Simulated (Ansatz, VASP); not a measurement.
# Cross-check of Re (Rhenium) between VASP and Ansatz, part 2 of 2

Wanted: the spread between two codes on one cell, functional and k mesh. The cell is taken from a series of VASP runs on this material, whose earlier steps may have relaxed, scaled or displaced it; both programs get it as it stands. Valence electrons are named where the data sets of a main pair hold unlike numbers.

VASP 6.6.1 and Ansatz 0.2.0.

So far: The structure; VASP: band structure, PBEsol, spin-orbit coupling.

### 3. Ansatz: band structure, PBEsol, spin-orbit coupling

Level of this step: Ansatz beside VASP: Kohn-Sham DFT, plane waves, PBEsol, spin-orbit coupling (Ansatz).

Ansatz runs on its fully relativistic PAW (standard-fr) files.

The same cell, functional, mesh and smearing now go to Ansatz, which takes its cutoff from its data sets.

The input, input.yaml:

```yaml
crystal:
  lattice:
    - [2.7503563991, 0.0, 0.0]
    - [-1.3751781995, 2.3818785111, 0.0]
    - [0.0, 0.0, 4.4434557849]
  atoms:
    - { symbol: Re, position: [0.3333333333, 0.6666666667, 0.25] }
    - { symbol: Re, position: [0.6666666667, 0.3333333333, 0.75] }
hamiltonian:
  xc: pbesol
  pseudopotentials: { kind: paw_fr }
magnetization:
  noncollinear: true
  spin_orbit: true
kpoints:
  mp_grid: { grid: [9, 9, 5] }
  band_path:
    path:
      - [0.0, 0.0, 0.0]
      - [0.13333, 0.0, 0.0]
      - [0.3, 0.0, 0.0]
      - [0.46667, 0.0, 0.0]
      - [0.46667, 0.06667, 0.0]
      - [0.41111, 0.17778, 0.0]
      - [0.35556, 0.28889, 0.0]
      - [0.28889, 0.28889, 0.0]
      - [0.17778, 0.17778, 0.0]
      - [0.06667, 0.06667, 0.0]
      - [0.0, 0.0, 0.03333]
      - [0.0, 0.0, 0.2]
      - [0.0, 0.0, 0.36667]
      - [0.0, 0.0, 0.5]
      - [0.16667, 0.0, 0.5]
      - [0.3, 0.0, 0.5]
      - [0.46667, 0.0, 0.5]
      - [0.46667, 0.06667, 0.5]
      - [0.41111, 0.17778, 0.5]
      - [0.35556, 0.28889, 0.5]
      - [0.28889, 0.28889, 0.5]
      - [0.17778, 0.17778, 0.5]
      - [0.06667, 0.06667, 0.5]
      - [0.5, 0.0, 0.46667]
      - [0.5, 0.0, 0.3]
      - [0.5, 0.0, 0.13333]
      - [0.33333, 0.33333, 0.0]
      - [0.33333, 0.33333, 0.16667]
      - [0.33333, 0.33333, 0.33333]
      - [0.33333, 0.33333, 0.5]
    npoints: 1
scf:
  occupations: { method: methfessel_paxton, width: 0.2 }
  n_extra_bands: 14
output:
  forces: true
  stress: true
  eigenvalues: true
```

Launch:

```console
$ ansatz run input.yaml --threads 2 --pin off --max-ram 4608MiB --backend cpu --events-out ev --progress --plain --runs-dir out
```

Numbers of over 12 decimals in the logs are rounded to 6 here.

Output:

```text
scf.n_extra_bands = 14 over 30 filled bands (N_el = 30.0): the run solves 44 bands
Engine: ansatz 0.2.0, aarch64-unknown-linux-gnu
Pseudopotentials: kind: paw_fr
Pseudopotential: Re, paw_fr, valence charge 15, recommended cutoff 420 eV (normal), Re.paw.azcp#standard-fr
Functional definition: PBEsol
  exchange = pbesol_x
  correlation = pbesol_c
non-collinear run that drives no moment, with spin-orbit: no starting moment large enough to seed its density (crystal.atoms[].spin), no starting occupations that ask for one, no magnetisation constraint and no magnetic field, so the semilocal B_xc is pinned to zero
Crystal: 2 atoms, lattice volume = 29.109 Å³
Basis set: ecut = 420 eV, 573 PW (Γ), exchange–correlation on 40×40×60 points (8 copies of the dense FFT grid, shifted against one another)
Bands: 44, of which v1, the nominal top of the filled ones, is band 30 counted from 1 (29 counted from 0)
Symmetry: 24 space group operations + 24 with time reversal
Magnetic group: BNS 194.264 (UNI 1494), of the structure as read, at distance tolerance 3.1e-5 Å
k-points: 36 of 405
Projection manifold: j_resolved (fully-relativistic pseudo-atomic orbitals)
Non-local potential: Re, projectors of the file, l = 0: 3, l = 1: 4, l = 2: 4, l = 3: 2
PAW form: soft (Blöchl's): semilocal exchange-correlation on the pseudo side does not see the compensation charge
PAW frozen core: Re, regenerated for the run's functional, and the local potential with it (the file was generated under x = pbe(κ = 0.804, μ = 0.219515), c = pbe(β = 0.066725))
PAW one-centre angular grid: Re, 590 points (default); XC on 64 Gauss nodes
Initial density: superposition of atomic densities (chi_scale 0.1, normalization cell)
Initial wavefunctions: pseudopotential atomic-orbital guess
Functional: x = pbesol(κ = 0.804, μ = 0.123457), c = pbesol(β = 0.046)
SCF iter   1: F=—  HF=-21527.694397 eV  |F-HF|=—  |Δ(HF+E_count)|=         —  Δρ=6.20e-2  dr2=1.03e0  dr2_m=0.00e0 (ungated)  ethr=3.10e-3  |M|=0.00e0 ∫|m|=0.00e0 μB  |m|>n=0.0e0 m-floor=0.0e0 τ_xc=0.0e0  β_m=0.30  ⟨swp⟩=6.7  Hψ=3629  notcnv=0  defer=16
preconditioner: auto → none  [metal: Δε(μ)=0.022 eV  Ē_g=9.593 eV  σ=0.200 eV  W_gap=0.09  n_scr=8 (ndim 8)  ℏωp=25.8 eV  f_vac=0.000  D(μ)=2.08/eV (n_scr^D=22)  sad-step TF]
SCF iter   2: F=—  HF=-21527.494013 eV  |F-HF|=—  |Δ(HF+E_count)|=   2.00e-1  S|Δr|=    0.00e0  Δρ=4.60e-2  dr2=5.55e-1  dr2_m=0.00e0 (ungated)  ethr=3.10e-3  |M|=0.00e0 ∫|m|=0.00e0 μB  |m|>n=0.0e0 m-floor=0.0e0 τ_xc=0.0e0  β_m=0.65  ⟨swp⟩=2.0  Hψ=1057  notcnv=0  defer=32
SCF iter   3: F=—  HF=-21527.271436 eV  |F-HF|=—  |Δ(HF+E_count)|=   2.23e-1  S|Δr|=    0.00e0  Δρ=3.02e-3  dr2=1.56e-3  dr2_m=0.00e0 (ungated)  ethr=1.85e-3  |M|=0.00e0 ∫|m|=0.00e0 μB  |m|>n=0.0e0 m-floor=0.0e0 τ_xc=0.0e0  β_m=0.79  ⟨swp⟩=2.7  Hψ=1289  notcnv=0  defer=32
SCF iter   4: F=—  HF=-21527.272202 eV  |F-HF|=—  |Δ(HF+E_count)|=   7.67e-4  S|Δr|=    0.00e0  Δρ=8.35e-4  dr2=1.58e-4  dr2_m=0.00e0 (ungated)  ethr=5.20e-6  |M|=0.00e0 ∫|m|=0.00e0 μB  |m|>n=0.0e0 m-floor=0.0e0 τ_xc=0.0e0  β_m=0.80  ⟨swp⟩=2.0  Hψ=1302  notcnv=0  defer=106
SCF iter   5: F=—  HF=-21527.272161 eV  |F-HF|=—  |Δ(HF+E_count)|=   4.12e-5  S|Δr|=    0.00e0  Δρ=1.08e-4  dr2=2.51e-6  dr2_m=0.00e0 (ungated)  ethr=5.27e-7  |M|=0.00e0 ∫|m|=0.00e0 μB  |m|>n=0.0e0 m-floor=0.0e0 τ_xc=0.0e0  β_m=0.74  ⟨swp⟩=2.3  Hψ=1019  notcnv=0  defer=106
SCF iter   6: F=—  HF=-21527.272160 eV  |F-HF|=—  |Δ(HF+E_count)|=   9.44e-7  S|Δr|=    0.00e0  Δρ=1.24e-5  dr2=1.83e-8  dr2_m=0.00e0 (ungated)  ethr=3.33e-10  |M|=0.00e0 ∫|m|=0.00e0 μB  |m|>n=0.0e0 m-floor=0.0e0 τ_xc=0.0e0  β_m=0.79  ⟨swp⟩=10.4  Hψ=3578  notcnv=0
SCF iter   7: F=-21527.272160 eV  HF=-21527.272160 eV  |F-HF|=1.64e-10  |Δ(HF+E_count)|=   6.93e-9  S|Δr|=    0.00e0  Δρ=1.51e-6  dr2=2.73e-10  dr2_m=0.00e0 (ungated)  ethr=6.09e-11  |M|=0.00e0 ∫|m|=0.00e0 μB  |m|>n=0.0e0 m-floor=0.0e0 τ_xc=0.0e0  ⟨swp⟩=1.7  Hψ=2195  notcnv=0
SCF 1 converged in 7 iterations: F = -21527.272160 eV  dr2 = 2.73e-10
  greatest PAW one-centre occupation: 0.999 electrons in one spin orbital (limit 2), on the Re atom at site 1 (counted from 0), in its partial waves of l = 0
NSCF: frozen V_eff on 30 k-points
SCF converged after 7 iterations
Stability not checked: this state was not tested for a lower state beside it, because cold or Methfessel-Paxton smearing, or corrected tetrahedra, fill the levels in a way that the test cannot read (fill_not_monotonic; see scf.lower_state_search)
Magnetization: |M| = 0.0000 μB,  M = (+0.0000, +0.0000, +0.0000) μB
Absolute magnetization: 0.0000 μB (∫|m|)
  site 0: m = (+0.0000, +0.0000, +0.0000) μB, |m| = 0.0000 μB  (R = 1.13 Å)
  site 1: m = (+0.0000, +0.0000, +0.0000) μB, |m| = 0.0000 μB  (R = 1.13 Å)
Free energy (F): -21527.272160 eV
Harris-Foulkes:  -21527.272160 eV  (|F-HF|=1.64e-10)
Internal energy: -21527.265855 eV  (E = F + TS)
E sigma→0 (E₀):  -21527.270584 eV
Entropy (-TS):   -0.006305 eV (-3.152 meV/atom)
Fermi energy:    24.103450 eV
--- Per-component energies (eV) ---
  E_band       = -145.871260
  E_kinetic    = 1083.571411
  E_local      = -1498.461326  (includes V_loc(G=0)·N_el)
  E_nonlocal   = 89.540351
  E_hartree    = 537.823730
  E_xc         = -801.281459
  E_vxc        = -608.444290  (∫ρ·V_xc dr)
  E_paw        = -17106.443142  (= ΣΔE_a)
  E_vpaw       = -287.725146  (= ΣTr[D̂ρ^β])
  E_aug_tail   = -0.000147  (compensation charges beyond the density's cutoff)
  E_ewald      = -3832.491649
  E_core_change = 0.476376  (= ΣΔE_core)
  E_smearing   = -0.006305  (= −TS)
  E_closure    = 0.000000  (closes the sum)
  Σ components = -21527.272160   (vs F -21527.272160, Δ=0.00e0)
--- Forces (eV/Å), atoms counted from 1 ---
  atom   1  Re    -0.00000000    -0.00000000     0.00000000
  atom   2  Re     0.00000000     0.00000000     0.00000000
  max |Σ_I F_I| component: 2.31e-17 eV/Å
--- Stress (GPa, compression-positive) ---
        1.223056       0.000000       0.000000
        0.000000       1.223056       0.000000
        0.000000       0.000000      -0.706470
  P = ⅓ Tr σ = 0.5799 GPa (5.799 kbar)
--- Band table (eV; the first three rows and the last of 36) ---
  k-point 0: bands = [... 26 lower, 22.9381, 22.9381, 23.7476, 23.7476, 24.2701, 24.2701, 24.6468, 24.6468, ... 10 higher]
  k-point 1: bands = [... 26 lower, 22.7231, 22.7231, 23.3132, 23.3132, 23.6235, 23.6235, 24.9083, 24.9083, ... 10 higher]
  k-point 2: bands = [... 26 lower, 22.2853, 22.2853, 22.5895, 22.5895, 22.9081, 22.9081, 26.1175, 26.1175, ... 10 higher]
  k-point 35: bands = [... 26 lower, 21.9529, 21.9529, 23.9194, 23.9194, 24.8159, 24.8159, 27.5413, 27.5413, ... 10 higher]
```

It took 8 s on 2 threads of Arm Neoverse V1, shared host; peak memory 0.41 GiB; 15 s of CPU time.

### 4. Side by side

Known differences besides the potentials themselves: spin-orbit coupling enters by fully relativistic files in Ansatz and inside the spheres in VASP; the data sets hold 30 valence electrons in Ansatz (on its fully relativistic PAW (standard-fr) files) and 14 in VASP; the cutoff is 420 eV in Ansatz and 400 eV in VASP; Ansatz makes its cores anew for this functional, VASP keeps those of its PBE data sets. Total energies have different zeros and are not compared.

Both answers:

```tsv
quantity	Ansatz	VASP	difference
pressure (GPa)	0.58	0.69	-0.11
pressure without Ansatz's Pulay correction (GPa)	0.42	0.69	-0.27
```

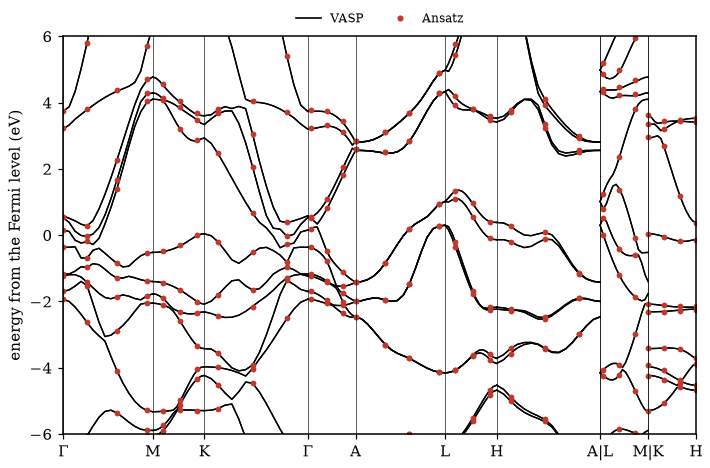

Bands from VASP (lines) and levels from Ansatz (dots). Dots without a line are higher empty bands that the VASP plot leaves out.

Levels from 3 eV below to 2 eV above the Fermi level differ by 10 meV r.m.s. and 32 meV at most; each VASP level is matched to the nearest of Ansatz, which flatters the figure a little. Ansatz's pressure holds a Pulay correction of 0.16 GPa; VASP's holds none.

### 5. What came out

| Property | Result |
| --- | --- |
| r.m.s. difference of levels near the Fermi level (band structure, PBEsol, spin-orbit coupling) | 10 meV |

What this shows: The r.m.s. difference of levels near the Fermi level is 10 meV (band structure, PBEsol, spin-orbit coupling), within the 80 meV picked in this series as the mark of a large difference. The data sets hold unlike numbers of valence electrons (30 in Ansatz and 14 in VASP), so part of the differences comes from the potentials. How closely two codes agree says nothing of how well the functional describes the real material.

[Lines on the potential files, build, host, timing and source positions are cut from VASP's logs without a mark.]

[Logs are printed without paths, hosts, clocks, repeated set-up lines and the standing remarks that a program may print on its own settings, such as how far it seeks lower states.]

[Hosts, paths, dates, database ids (printed as entryN), source tags and the programs' standing remarks are cut or masked in the printed files.]
